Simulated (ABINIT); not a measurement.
# SiC (Moissanite): G0W0 in ABINIT against the wavefunction cutoff in GW

Wanted: the cheapest wavefunction cutoff in GW that holds the gap of SiC (Moissanite).

Main program and level: ABINIT 10.8.3; LDA and many-body steps on it, plane waves.

### 1. Starting point

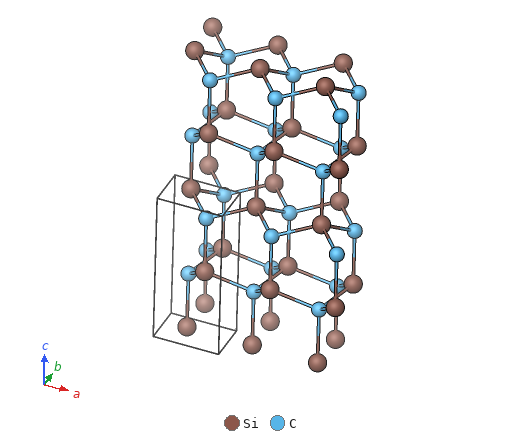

The cell as given, slightly off an axis (silicon brown, carbon blue). 3×2×2 cells are drawn. Some periodic images of atoms are drawn too.

The cell and positions come from the Crystallography Open Database and are kept as given unless a step says otherwise.

### 2. Screening, 3×3×2 mesh, 39 bands, screening to 130.6 eV

This step: ABINIT 10.8.3; RPA screening on LDA, plane waves, norm-conserving pseudopotentials.

The RPA dielectric matrix is built and inverted for each q.

Contents of run.abi:

```
acell 3*1.0 Angstrom
rprim 
  3.075999999976 0.000000000005 0.000000000000
  -1.537999999993 2.663894142018 0.000000000000
  0.000000000000 0.000000000000 5.048000000000
ntypat 2
znucl 14 6
natom 4
typat 1 1 2 2
xred 
  0.333333333333 0.666666666667 0.000000000000
  0.666666666667 0.333333333333 0.500000000000
  0.333333333333 0.666666666667 0.385000000000
  0.666666666667 0.333333333333 0.885000000000
pp_dirpath "pseudos"
pseudos "Si.upf, C.upf"
ecut 37
ngkpt 3 3 2
nshiftk 1
shiftk 0 0 0
kptopt 1
chksymbreak 0
istwfk *1
occopt 1
irdwfk 1
optdriver 3
nband 39
ecuteps 4.8
inclvkb 2
awtr 1
symchi 1
ecutwfn 11.1
indata_prefix "in"
outdata_prefix "out"
tmpdata_prefix "tmp"
```

On the command line:

```bash
$ OMP_NUM_THREADS=1 mpirun -n 4 abinit run.abi > log
```

Output:

```text
.Version 10.8.3 of ABINIT. v10.8.2 released Aug 2026.

 Symmetries : space group P6_3 m c (#186); Bravais hP (primitive hexag.)
[... echo of the input left out ...]
== DATASET  1 ==================================================================
-   mpi_nproc: 4, omp_nthreads: 1 (-1 if OMP is not activated)

--- !DatasetInfo
iteration_state: {dtset: 1, }
dimensions: {natom: 4, nkpt: 6, mband: 39, nsppol: 1, nspinor: 1, nspden: 1, mpw: 525, }
cutoff_energies: {ecut:  11.1, pawecutdg:  -1.0, }
electrons: {nelect:   1.60000000E+01, charge:   0.00000000E+00, occopt:   1.00000000E+00, tsmear:   1.00000000E-02, }

 SCREENING: Calculation of the susceptibility and dielectric matrices

 Based on a program developped by R.W. Godby, V. Olevano, G. Onida, and L. Reining.
 Incorporated in ABINIT by V. Olevano, G.-M. Rignanese, and M. Torrent.
.Using double precision arithmetic ; gwpc =  8

[... cell and pseudopotentials left out ...]
--------------------------------------------------------------------------------

 ==== K-mesh for the wavefunctions ====
 Number of points in the irreducible wedge :     6
[... list of points left out ...]
 Together with 12 symmetry operations and time-reversal symmetry
 yields    18 points in the full Brillouin Zone.

 ==== Q-mesh for the screening function ====
 Number of points in the irreducible wedge :     6
[... list of points left out ...]
 Together with 12 symmetry operations and time-reversal symmetry
 yields    18 points in the full Brillouin Zone.

 setmesh: FFT mesh size selected  =    15x   15x   24
          total number of points  =         5400

 vcoul_init : cutoff-mode = AUXILIARY_FUNCTION
 q-points for optical limit:   1
     1)      0.000010    0.000020    0.000030

- screening: taking advantage of time-reversal symmetry
- Maximum band index for partially occupied states nbvw = 8
- Remaining bands to be divided among processors   nbcw = 31
- Number of bands treated by each node ~7

 Number of electrons calculated from density =   15.9719; Expected =   16.0000
 average of density, n =  0.057219
 r_s =    1.6099
 omega_plasma =   23.0741 [eV]

 calculating chi0 at frequencies [eV] :
  1    0.000000E+00    0.000000E+00
  2    0.000000E+00    2.307410E+01

--------------------------------------------------------------------------------
  q-point number  1        q = ( 0.000000, 0.000000, 0.000000) [r.l.u.]
--------------------------------------------------------------------------------
[... chi0 elements left out ...]
 For q-point:  0.000010 0.000020 0.000030
  dielectric constant =   8.8987
  dielectric constant without local fields =   9.7368

  Average fulfillment of the sum rule on Im[epsilon] for q-point    1 :     54.93  [%]
[... wings left out ...]
  q-point number  2        q = ( 0.333333, 0.000000, 0.000000) [r.l.u.]
--------------------------------------------------------------------------------
[... chi0 elements left out ...]
  Average fulfillment of the sum rule on Im[epsilon] for q-point    2 :     66.07  [%]

 [... 4 further q-points ...]
```

The job ended after 2.6 s (4 MPI ranks of Arm Neoverse V1, shared host; peak memory 0.07 GiB; 10 s of CPU time).

This step gave:

- ε∞ with local fields, on this mesh, along the program's q direction: 8.899
- the same without local fields: 9.737
- plasma frequency: 23.07 eV
- plane waves in the screening matrix: 135

Local fields lower ε∞ by 9 %. On a Γ-centred mesh this coarse the value itself is usually too large, while a short band sum pulls it down.

### 3. 11.1 Ha

This step: G0W0 on LDA, plane waves, norm-conserving pseudopotentials.

Edit run.abi of step 2 so:

```diff
@@ -25,8 +25,19 @@
 irdwfk 1
-optdriver 3
+optdriver 4
 nband 39
+gwcalctyp 0
+ecutsigx 11.1
+symsigma 1
+nkptgw 3
+kptgw 
+  0.0000000000 0.0000000000 0.0000000000
+  0.3333333333 0.3333333333 0.0000000000
+  0.3333333333 0.0000000000 0.0000000000
+bdgw 
+  6 10
+  7 10
+  7 10
 ecuteps 4.8
-inclvkb 2
-awtr 1
-symchi 1
+irdscr 1
+ppmodel 1
 ecutwfn 11.1
```

Output:

```text
.Version 10.8.3 of ABINIT. v10.8.2 released Aug 2026.

 Symmetries : space group P6_3 m c (#186); Bravais hP (primitive hexag.)
[... echo of the input left out ...]
== DATASET  1 ==================================================================
-   mpi_nproc: 4, omp_nthreads: 1 (-1 if OMP is not activated)

--- !DatasetInfo
iteration_state: {dtset: 1, }
dimensions: {natom: 4, nkpt: 6, mband: 39, nsppol: 1, nspinor: 1, nspden: 1, mpw: 525, }
cutoff_energies: {ecut:  11.1, pawecutdg:  -1.0, }
electrons: {nelect:   1.60000000E+01, charge:   0.00000000E+00, occopt:   1.00000000E+00, tsmear:   1.00000000E-02, }

 SIGMA: Calculation of the GW corrections

 Based on a program developped by R.W. Godby, V. Olevano, G. Onida, and L. Reining.
 Incorporated in ABINIT by V. Olevano, G.-M. Rignanese, and M. Torrent.
.Using double precision arithmetic ; gwpc =  8

[... cell and pseudopotentials left out ...]
--------------------------------------------------------------------------------

 ==== K-mesh for the wavefunctions ====
 Number of points in the irreducible wedge :     6
[... list of points left out ...]
 Together with 12 symmetry operations and time-reversal symmetry
 yields    18 points in the full Brillouin Zone.

 ==== Q-mesh for screening function ====
 Number of points in the irreducible wedge :     6
[... list of points left out ...]
 Together with 12 symmetry operations and time-reversal symmetry
 yields    18 points in the full Brillouin Zone.

 vcoul_init : cutoff-mode = AUXILIARY_FUNCTION
 q-points for optical limit:   1
     1)      0.000010    0.000020    0.000030
 setmesh: FFT mesh size selected  =    15x   15x   30
          total number of points  =         6750

 Number of electrons calculated from density =   15.9719; Expected =   16.0000
 average of density, n =  0.057219
 r_s =    1.6099
 omega_plasma =   23.0741 [eV]

 === KS Band Gaps ===
  >>>> For spin  1
   Minimum direct gap =   4.3111 [eV], located at k-point      :   0.3333  0.0000  0.0000
   Fundamental gap    =   2.2220 [eV], Top of valence bands at :   0.0000  0.0000  0.0000
                                       Bottom of conduction at :   0.3333  0.3333  0.0000
 SIGMA fundamental parameters:
 PLASMON POLE MODEL  1
 number of plane-waves for SigmaX                  525
 number of plane-waves for SigmaC and W            135
 number of plane-waves for wavefunctions           525
 number of bands                                    39
 number of independent spin polarizations            1
 number of spinorial components                      1
 number of k-points in IBZ                           6
 number of q-points in IBZ                           6
 number of symmetry operations                      12
 number of k-points in BZ                           18
 number of q-points in BZ                           18
 number of frequencies for dSigma/dE                 9
 frequency step for dSigma/dE [eV]                0.25
 number of omega for Sigma on real axis              0
 max omega for Sigma on real axis  [eV]           0.00
 zcut for avoiding poles [eV]                     0.10

 EPSILON^-1 parameters (SCR file):
 dimension of the eps^-1 matrix on file            135
 dimension of the eps^-1 matrix used               135
 number of plane-waves for wavefunctions           525
 number of bands                                    39
 number of q-points in IBZ                           6
 number of frequencies                               2
 number of real frequencies                          1
 number of imag frequencies                          1

 matrix elements of self-energy operator (all in [eV])

 Perturbative Calculation

--- !SelfEnergy_ee
iteration_state: {dtset: 1, }
kpoint     : [   0.000,    0.000,    0.000, ]
spin       : 1
KS_gap     :    4.582
QP_gap     :    5.297
Delta_QP_KS:    0.714
data: !SigmaeeData |
     Band     E0 <VxcDFT>   SigX SigC(E0)      Z dSigC/dE  Sig(E)    E-E0       E
        6   7.133 -14.929 -17.664   3.063   0.801  -0.248 -14.666   0.263   7.395
        7   7.133 -14.929 -17.664   3.063   0.801  -0.248 -14.666   0.263   7.395
        8   7.406 -14.724 -16.853   2.595   0.804  -0.244 -14.349   0.375   7.781
        9  11.988 -12.198  -6.592  -4.262   0.810  -0.235 -11.109   1.089  13.077
       10  13.440 -12.673  -6.953  -4.448   0.801  -0.248 -11.654   1.019  14.459

--- !SelfEnergy_ee
iteration_state: {dtset: 1, }
kpoint     : [   0.333,    0.333,    0.000, ]
spin       : 1
KS_gap     :    6.273
QP_gap     :    7.306
Delta_QP_KS:    1.032
data: !SigmaeeData |
     Band     E0 <VxcDFT>   SigX SigC(E0)      Z dSigC/dE  Sig(E)    E-E0       E
        7   3.355 -12.936 -16.448   3.354   0.790  -0.265 -13.061  -0.126   3.229
[...]
--- !SelfEnergy_ee
iteration_state: {dtset: 1, }
kpoint     : [   0.333,    0.000,    0.000, ]
spin       : 1
KS_gap     :    4.311
QP_gap     :    5.211
Delta_QP_KS:    0.900
data: !SigmaeeData |
     Band     E0 <VxcDFT>   SigX SigC(E0)      Z dSigC/dE  Sig(E)    E-E0       E
[...]
8   6.203 -14.523 -17.597   3.199   0.799  -0.252 -14.423   0.100   6.302
        9  10.514 -10.826  -5.669  -3.944   0.824  -0.214  -9.827   0.999  11.513
       10  12.172 -11.460  -6.099  -3.948   0.818  -0.223 -10.304   1.156  13.328

== END DATASET(S) ==============================================================
================================================================================

 -outvars: echo values of variables after computation  --------
           etotal      0.0000000000E+00
            nband          39
             nkpt           6
          spgroup         186
 [... the other variables as echoed above ...]

 Calculation completed.
```

The job ended after 3 s (4 MPI ranks; peak memory 0.08 GiB).

Numbers from this step:

| Property | Result |
| --- | --- |
| G0W0 gap on the points computed | 2.754 eV |
| starting gap on the mesh | 2.222 eV |
| k of the valence top | 0, 0, 0 |
| k of the conduction bottom | 0.3333, 0.3333, 0 |
| Z at the valence top | 0.804 |
| Z at the conduction bottom | 0.831 |
| least direct G0W0 gap on the computed points | 5.211 eV |

### 4. Screening, 3×3×2 mesh, 39 bands, screening to 130.6 eV

This step: RPA screening on LDA, plane waves, norm-conserving pseudopotentials.

Edit run.abi of step 3 so:

```diff
@@ -25,20 +25,9 @@
 irdwfk 1
-optdriver 4
+optdriver 3
 nband 39
-gwcalctyp 0
-ecutsigx 11.1
-symsigma 1
-nkptgw 3
-kptgw 
-  0.0000000000 0.0000000000 0.0000000000
-  0.3333333333 0.3333333333 0.0000000000
-  0.3333333333 0.0000000000 0.0000000000
-bdgw 
-  6 10
-  7 10
-  7 10
 ecuteps 4.8
-irdscr 1
-ppmodel 1
-ecutwfn 11.1
+inclvkb 2
+awtr 1
+symchi 1
+ecutwfn 18.5
 indata_prefix "in"
```

Output:

```text
.Version 10.8.3 of ABINIT. v10.8.2 released Aug 2026.

 Symmetries : space group P6_3 m c (#186); Bravais hP (primitive hexag.)
[... echo of the input left out ...]
== DATASET  1 ==================================================================
-   mpi_nproc: 4, omp_nthreads: 1 (-1 if OMP is not activated)

--- !DatasetInfo
iteration_state: {dtset: 1, }
dimensions: {natom: 4, nkpt: 6, mband: 39, nsppol: 1, nspinor: 1, nspden: 1, mpw: 1099, }
cutoff_energies: {ecut:  18.5, pawecutdg:  -1.0, }
electrons: {nelect:   1.60000000E+01, charge:   0.00000000E+00, occopt:   1.00000000E+00, tsmear:   1.00000000E-02, }

 SCREENING: Calculation of the susceptibility and dielectric matrices

 Based on a program developped by R.W. Godby, V. Olevano, G. Onida, and L. Reining.
 Incorporated in ABINIT by V. Olevano, G.-M. Rignanese, and M. Torrent.
.Using double precision arithmetic ; gwpc =  8

[... cell and pseudopotentials left out ...]
--------------------------------------------------------------------------------

 ==== K-mesh for the wavefunctions ====
 Number of points in the irreducible wedge :     6
[... list of points left out ...]
 Together with 12 symmetry operations and time-reversal symmetry
 yields    18 points in the full Brillouin Zone.

 ==== Q-mesh for the screening function ====
 Number of points in the irreducible wedge :     6
[... list of points left out ...]
 Together with 12 symmetry operations and time-reversal symmetry
 yields    18 points in the full Brillouin Zone.

 setmesh: FFT mesh size selected  =    18x   18x   30
          total number of points  =         9720

 vcoul_init : cutoff-mode = AUXILIARY_FUNCTION
 q-points for optical limit:   1
     1)      0.000010    0.000020    0.000030

- screening: taking advantage of time-reversal symmetry
- Maximum band index for partially occupied states nbvw = 8
- Remaining bands to be divided among processors   nbcw = 31
- Number of bands treated by each node ~7

 Number of electrons calculated from density =   15.9964; Expected =   16.0000
 average of density, n =  0.057306
 r_s =    1.6090
 omega_plasma =   23.0918 [eV]

 calculating chi0 at frequencies [eV] :
  1    0.000000E+00    0.000000E+00
  2    0.000000E+00    2.309177E+01

--------------------------------------------------------------------------------
  q-point number  1        q = ( 0.000000, 0.000000, 0.000000) [r.l.u.]
--------------------------------------------------------------------------------
[... chi0 elements left out ...]
 For q-point:  0.000010 0.000020 0.000030
  dielectric constant =   8.8064
  dielectric constant without local fields =   9.6386

  Average fulfillment of the sum rule on Im[epsilon] for q-point    1 :     55.10  [%]
[... wings left out ...]
  q-point number  2        q = ( 0.333333, 0.000000, 0.000000) [r.l.u.]
--------------------------------------------------------------------------------
[... chi0 elements left out ...]
  Average fulfillment of the sum rule on Im[epsilon] for q-point    2 :     66.25  [%]

 [... 4 further q-points ...]
```

It took 3.1 s on 4 MPI ranks; peak memory 0.23 GiB.

Numbers from this step:

```yaml
eps_infinity_with_local_fields_on_this_mesh_along_the_program_s_q_direction: 8.806
the_same_without_local_fields: 9.639
plasma_frequency: 23.09 eV
plane_waves_in_the_screening_matrix: 135
```

### 5. 18.5 Ha

The self-energy is evaluated for the states that the input lists, and the levels follow from it, in one-shot runs by the linearised quasiparticle equation.

This step: G0W0 on LDA, plane waves, norm-conserving pseudopotentials.

Edit run.abi of step 4 so:

```diff
@@ -25,8 +25,19 @@
 irdwfk 1
-optdriver 3
+optdriver 4
 nband 39
+gwcalctyp 0
+ecutsigx 18.5
+symsigma 1
+nkptgw 3
+kptgw 
+  0.0000000000 0.0000000000 0.0000000000
+  0.3333333333 0.3333333333 0.0000000000
+  0.3333333333 0.0000000000 0.0000000000
+bdgw 
+  6 10
+  7 10
+  7 10
 ecuteps 4.8
-inclvkb 2
-awtr 1
-symchi 1
+irdscr 1
+ppmodel 1
 ecutwfn 18.5
```

Output:

```text
.Version 10.8.3 of ABINIT. v10.8.2 released Aug 2026.

 Symmetries : space group P6_3 m c (#186); Bravais hP (primitive hexag.)
[... echo of the input left out ...]
== DATASET  1 ==================================================================
-   mpi_nproc: 4, omp_nthreads: 1 (-1 if OMP is not activated)

--- !DatasetInfo
iteration_state: {dtset: 1, }
dimensions: {natom: 4, nkpt: 6, mband: 39, nsppol: 1, nspinor: 1, nspden: 1, mpw: 1099, }
cutoff_energies: {ecut:  18.5, pawecutdg:  -1.0, }
electrons: {nelect:   1.60000000E+01, charge:   0.00000000E+00, occopt:   1.00000000E+00, tsmear:   1.00000000E-02, }

 SIGMA: Calculation of the GW corrections

 Based on a program developped by R.W. Godby, V. Olevano, G. Onida, and L. Reining.
 Incorporated in ABINIT by V. Olevano, G.-M. Rignanese, and M. Torrent.
.Using double precision arithmetic ; gwpc =  8

[... cell and pseudopotentials left out ...]
--------------------------------------------------------------------------------

 ==== K-mesh for the wavefunctions ====
 Number of points in the irreducible wedge :     6
[... list of points left out ...]
 Together with 12 symmetry operations and time-reversal symmetry
 yields    18 points in the full Brillouin Zone.

 ==== Q-mesh for screening function ====
 Number of points in the irreducible wedge :     6
[... list of points left out ...]
 Together with 12 symmetry operations and time-reversal symmetry
 yields    18 points in the full Brillouin Zone.

 vcoul_init : cutoff-mode = AUXILIARY_FUNCTION
 q-points for optical limit:   1
     1)      0.000010    0.000020    0.000030
 setmesh: FFT mesh size selected  =    20x   20x   40
          total number of points  =        16000

 Number of electrons calculated from density =   15.9964; Expected =   16.0000
[...]
number of plane-waves for wavefunctions          1099
 number of bands                                    39
 number of q-points in IBZ                           6
 number of frequencies                               2
 number of real frequencies                          1
 number of imag frequencies                          1

 matrix elements of self-energy operator (all in [eV])

 Perturbative Calculation

--- !SelfEnergy_ee
iteration_state: {dtset: 1, }
kpoint     : [   0.000,    0.000,    0.000, ]
spin       : 1
KS_gap     :    4.582
QP_gap     :    5.333
Delta_QP_KS:    0.751
data: !SigmaeeData |
     Band     E0 <VxcDFT>   SigX SigC(E0)      Z dSigC/dE  Sig(E)    E-E0       E
        6   7.133 -14.988 -17.755   3.055   0.800  -0.251 -14.758   0.230   7.362
        7   7.133 -14.988 -17.755   3.055   0.800  -0.251 -14.758   0.230   7.362
        8   7.406 -14.789 -16.941   2.579   0.802  -0.246 -14.446   0.343   7.749
[...]
--- !SelfEnergy_ee
iteration_state: {dtset: 1, }
kpoint     : [   0.333,    0.333,    0.000, ]
spin       : 1
KS_gap     :    6.273
QP_gap     :    7.318
Delta_QP_KS:    1.045
data: !SigmaeeData |
     Band     E0 <VxcDFT>   SigX SigC(E0)      Z dSigC/dE  Sig(E)    E-E0       E
[...]
--- !SelfEnergy_ee
iteration_state: {dtset: 1, }
kpoint     : [   0.333,    0.000,    0.000, ]
spin       : 1
KS_gap     :    4.311
QP_gap     :    5.236
Delta_QP_KS:    0.925
data: !SigmaeeData |
     Band     E0 <VxcDFT>   SigX SigC(E0)      Z dSigC/dE  Sig(E)    E-E0       E
[...]
9  10.514 -10.835  -5.676  -3.945   0.824  -0.214  -9.835   1.000  11.514
       10  12.172 -11.491  -6.129  -3.957   0.817  -0.224 -10.343   1.149  13.321

== END DATASET(S) ==============================================================
================================================================================

 -outvars: echo values of variables after computation  --------
           etotal      0.0000000000E+00
            nband          39
             nkpt           6
          spgroup         186
 [... the other variables as echoed above ...]

 Calculation completed.
```

It took 3.2 s on 4 MPI ranks; peak memory 0.3 GiB; 12 s of CPU time.

Numbers from this step:

* G0W0 gap on the points computed: 2.785 eV
* starting gap on the mesh: 2.222 eV
* k of the valence top: 0, 0, 0
* k of the conduction bottom: 0.3333, 0.3333, 0
* Z at the valence top: 0.802
* Z at the conduction bottom: 0.831
* least direct G0W0 gap on the computed points: 5.236 eV

The gap on the mesh goes from 2.22 eV to 2.79 eV, a correction of +0.56 eV.

(Continued in part 2 of 2.)

[Paths, hosts, dates, memory and timing lines, banners, echoed tables and standing remarks are left out of the program output.]

[Logs are printed without paths, hosts, clocks, repeated set-up lines and the standing remarks that a program may print on its own settings, such as how far it seeks lower states.]

[Runs of the session that timed out or met a known fault of the program may be left out.]

[Hosts, paths, dates, database ids (printed as entryN), source tags and the programs' standing remarks are cut or masked in the printed files.]

[G0W0 gaps are taken among the corrected bands and points alone; a level outside them can change the order at an edge.]

[Where Ansatz stands beside ABINIT at settings called matched, ABINIT's density can come from a denser mesh and the files from another edition; pairs whose starting gaps differed by over 0.03 eV were left out, so agreement reads better than it is.]
